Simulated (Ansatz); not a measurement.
**ZrHO (doublet): B2PLYP over vertical spin and charge gaps, def2-QZVPP**

Aim: run ZrHO (doublet) with these functionals over vertical spin and charge gaps, and hold them against the top wave-function level at the same points.

Program: Ansatz 0.2.0, Gaussian basis. Level of theory: def2-QZVPP, all electrons in the functionals, frozen cores in the correlation of double hybrids and RPA. These are calculated values, not measurements.

To be run: B2PLYP, at charge 0, doublet; charge 0, quartet; charge 1, singlet; charge 1, triplet.

2 further runs of the same task are left out: 2 set aside as unsound or not needed. Runs told in other sessions of the task aren't counted.

## 1. What is computed

The geometry is a PBE0/def2-TZVP stationary point (not a proven minimum). No spin-orbit coupling is included. Elements past krypton take def2 core potentials.

3 atoms, charge 0, spin multiplicity 2.

Atoms are counted from 1 here; the program's logs count them from 0.

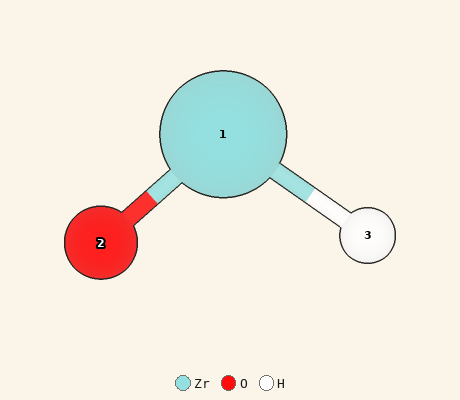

The structure; zirconium light teal, oxygen red, hydrogen white; atoms are numbered from 1 in the order of the file.

Geometry (Å):

```xyz
3

Zr    0.0000   -0.0353    0.2483
O     0.0000    0.0919   -1.4670
H     0.0000    1.7355    0.8114
```

No dispersion term is added.

The geometry shown and the zero of energy belong to the point charge 0, doublet. The yardstick, UCCSD(T), and other wave-function levels (R restricted, U unrestricted, valence and pair active spaces) come from earlier runs.

## 2. B2PLYP, charge 0, doublet

in.yaml reads:

```yaml
crystal:
  periodic: [false, false, false]
  atoms:
    - {symbol: Zr, position_ang: [0.000000, -0.035300, 0.248333]}
    - {symbol: O, position_ang: [0.000000, 0.091937, -1.467045]}
    - {symbol: H, position_ang: [0.000000, 1.735473, 0.811435]}
basis:
  gaussian: {orbitals: "def2-QZVPP.json"}
magnetization: {spin_polarized: true, initial_magnetization: 1}
hamiltonian: {xc: {name: B2PLYP}}
correlation: {electrons: outside_noble_gas}
```

The run is started by

```
$ ansatz run in.yaml --threads 2 --pin off --events-out ev --progress --plain --max-ram 15360MiB --backend cuda --devices 0, --max-vram 18GiB
```

Log:

```text
Functional definition: B2PLYP
  name "B2PLYP"
  cite "Grimme, J. Chem. Phys. 124, 034108 (2006) doi:10.1063/1.2148954"
  cite "Becke, Phys. Rev. A 38, 3098 (1988) doi:10.1103/PhysRevA.38.3098"
  cite "Lee, Yang & Parr, Phys. Rev. B 37, 785 (1988) doi:10.1103/PhysRevB.37.785"
  parameter a = 0.53
  parameter c = 0.27
  exchange = (1 - a)*b88_x + a*exact_x
  correlation = (1 - c)*lyp_c + c*(mp2_os + mp2_ss)
1043 factors; integrals over basis functions are off by at most 8.1e-4 eV
mean field evaluation 1: about -3325.1710 eV, gradient 5.1e1 eV
mean field evaluation 2: about -3325.2135 eV, gradient 5.1e1 eV
mean field evaluation 4: about -3335.0637 eV, gradient 7.4e0 eV
mean field evaluation 8: about -3335.3655 eV, gradient 1.1e0 eV
mean field evaluation 16: about -3335.3794 eV, gradient 1.4e-2 eV
mean field evaluation 32: about -3335.3794 eV, gradient 1.8e-5 eV
mean field evaluation 64: about -3265.1890 eV, gradient 6.2e1 eV
mean field -3335.37944986 eV, -122.5729339809 hartree, gradient 5.8e-6 eV, S^2 0.754182; 4 other end points of the search recorded, 0 dependent functions left out
5 core orbitals not correlated: weight in the atoms' cores, before any rotation towards them, 0.934 or more for the frozen orbitals, at most 0.059 for the correlated occupied ones
reference -3335.37958573 eV, -122.5729389740 hartree; 6, 5 occupied and 157, 158 virtual orbitals, 1043 factors
second order -13.56480802 eV of doubles, -0.00000000 eV of singles
Total energy: -3339.04208389 eV, -122.7075332990 hartree
```

Wall time 3.3 s (1 × H100 (card shared with other runs) with 2 threads of AMD EPYC 7R13, shared host); peak host memory 0.9 GiB.

From the report: ⟨S²⟩ of the determinant 0.754 (pure doublet: 0.75).

## 3. B2PLYP, charge 0, quartet

Changes to in.yaml since step 2:

```diff
@@ -8,3 +8,3 @@
   gaussian: {orbitals: "def2-QZVPP.json"}
-magnetization: {spin_polarized: true, initial_magnetization: 1}
+magnetization: {spin_polarized: true, initial_magnetization: 3}
 hamiltonian: {xc: {name: B2PLYP}}
```

The command is unchanged.

Log, cut to the lines that bear on the results:

```text
Functional definition: B2PLYP
  name "B2PLYP"
  cite "Grimme, J. Chem. Phys. 124, 034108 (2006) doi:10.1063/1.2148954"
  cite "Becke, Phys. Rev. A 38, 3098 (1988) doi:10.1103/PhysRevA.38.3098"
  cite "Lee, Yang & Parr, Phys. Rev. B 37, 785 (1988) doi:10.1103/PhysRevB.37.785"
[...]
1043 factors; integrals over basis functions are off by at most 8.1e-4 eV
[...]
mean field -3331.88342894 eV, -122.4444575818 hartree, gradient 4.3e-6 eV, S^2 3.758248; 6 other end points of the search recorded, 0 dependent functions left out
5 core orbitals not correlated: weight in the atoms' cores, before any rotation towards them, 0.925 or more for the frozen orbitals, at most 0.067 for the correlated occupied ones
reference -3331.88356599 eV, -122.4444626183 hartree; 7, 4 occupied and 156, 159 virtual orbitals, 1043 factors
second order -12.69564973 eV of doubles, -0.00000000 eV of singles
Total energy: -3335.31139142 eV, -122.5704328793 hartree
```

Wall time 2.8 s (1 × H100 (card shared with other runs) with 2 threads of AMD EPYC 7R13, shared host); peak host memory 0.91 GiB.

From the report: ⟨S²⟩ of the determinant 3.758 (pure quartet: 3.75).

From charge 0, doublet: +360.0 kJ/mol.

## 4. B2PLYP, charge 1, singlet

Changes to in.yaml since step 3:

```diff
@@ -8,3 +8,3 @@
   gaussian: {orbitals: "def2-QZVPP.json"}
-magnetization: {spin_polarized: true, initial_magnetization: 3}
+total_charge: 1
 hamiltonian: {xc: {name: B2PLYP}}
```

Launched as before.

Log, cut to the lines that bear on the results:

```text
Functional definition: B2PLYP
  name "B2PLYP"
  cite "Grimme, J. Chem. Phys. 124, 034108 (2006) doi:10.1063/1.2148954"
  cite "Becke, Phys. Rev. A 38, 3098 (1988) doi:10.1103/PhysRevA.38.3098"
  cite "Lee, Yang & Parr, Phys. Rev. B 37, 785 (1988) doi:10.1103/PhysRevB.37.785"
[...]
1043 factors; integrals over basis functions are off by at most 8.1e-4 eV
[...]
mean field -3328.35724284 eV, -122.3148726326 hartree, gradient 7.6e-6 eV, S^2 0.000000; 0 other end points of the search recorded, 0 dependent functions left out
5 core orbitals not correlated: weight in the atoms' cores, before any rotation towards them, 0.945 or more for the frozen orbitals, at most 0.049 for the correlated occupied ones
reference -3328.35737663 eV, -122.3148775496 hartree; 5, 5 occupied and 158, 158 virtual orbitals, 1043 factors
second order -13.94659068 eV of doubles, -0.00000000 eV of singles
Total energy: -3332.12295611 eV, -122.4532600432 hartree
```

Wall time 2 s (1 × H100 (card shared with other runs) with 2 threads of AMD EPYC 7R13, shared host); peak host memory 0.87 GiB.

From charge 0, doublet: +667.6 kJ/mol.

## 5. B2PLYP, charge 1, triplet

Changes to in.yaml since step 4:

```diff
@@ -9,2 +9,3 @@
 total_charge: 1
+magnetization: {spin_polarized: true, initial_magnetization: 2}
 hamiltonian: {xc: {name: B2PLYP}}
```

Launched as before.

Log, cut to the lines that bear on the results:

```text
Functional definition: B2PLYP
  name "B2PLYP"
  cite "Grimme, J. Chem. Phys. 124, 034108 (2006) doi:10.1063/1.2148954"
  cite "Becke, Phys. Rev. A 38, 3098 (1988) doi:10.1103/PhysRevA.38.3098"
  cite "Lee, Yang & Parr, Phys. Rev. B 37, 785 (1988) doi:10.1103/PhysRevB.37.785"
[...]
1043 factors; integrals over basis functions are off by at most 8.1e-4 eV
[...]
mean field -3325.81418337 eV, -122.2214169209 hartree, gradient 1.9e-6 eV, S^2 2.007409; 3 other end points of the search recorded, 0 dependent functions left out
5 core orbitals not correlated: weight in the atoms' cores, before any rotation towards them, 0.935 or more for the frozen orbitals, at most 0.058 for the correlated occupied ones
reference -3325.81431851 eV, -122.2214218872 hartree; 6, 4 occupied and 157, 159 virtual orbitals, 1043 factors
second order -12.84644068 eV of doubles, -0.00000000 eV of singles
Total energy: -3329.28285749 eV, -122.3488883438 hartree
```

Run time: 2.9 s. Hardware: 1 × H100 (card shared with other runs) with 2 threads of AMD EPYC 7R13, shared host; peak host memory 0.9 GiB.

From the report: ⟨S²⟩ of the determinant 2.007 (pure triplet: 2.00).

From charge 0, doublet: +941.6 kJ/mol.

## 6. Against the wave-function levels

No level is safe as a reference over these points; UCCSD(T) serves as a yardstick only. It comes from earlier runs at the same points. Energies in kJ/mol, counted from charge 0, doublet; blanks weren't run or aren't comparable.

| level | doublet to quartet | ionisation to the singlet cation | ionisation to the triplet cation |
| --- | --- | --- | --- |
| UCCSD(T) | 356.7 | 653.0 | 930.3 |
| B2PLYP | 360.0 | 667.6 | 941.6 |

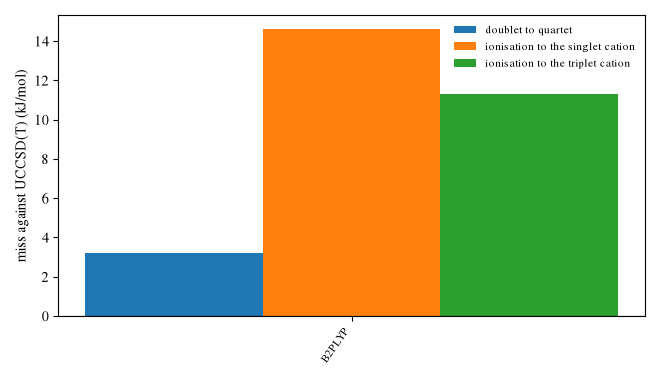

Misses of the gaps against UCCSD(T).

Largest miss and mean time a point (UCCSD(T) took 33 s a point; shared hosts):

```
 level  largest miss (kJ/mol)                             where  time a point
B2PLYP                  +14.6  ionisation to the singlet cation         2.8 s
```

## 7. Outcome

```
                                  quantity                                            value
              doublet to quartet, UCCSD(T)                                     356.7 kJ/mol
ionisation to the singlet cation, UCCSD(T)                                     653.0 kJ/mol
ionisation to the triplet cation, UCCSD(T)                                     930.3 kJ/mol
                      largest miss, B2PLYP  +14.6 kJ/mol (ionisation to the singlet cation)
```

B2PLYP strays by up to 14.6 kJ/mol, at ionisation to the singlet cation. Functionals and the yardstick converge differently with the basis, so part of each miss in def2-QZVPP is the basis. The yardstick itself may be off where one determinant is a poor start.
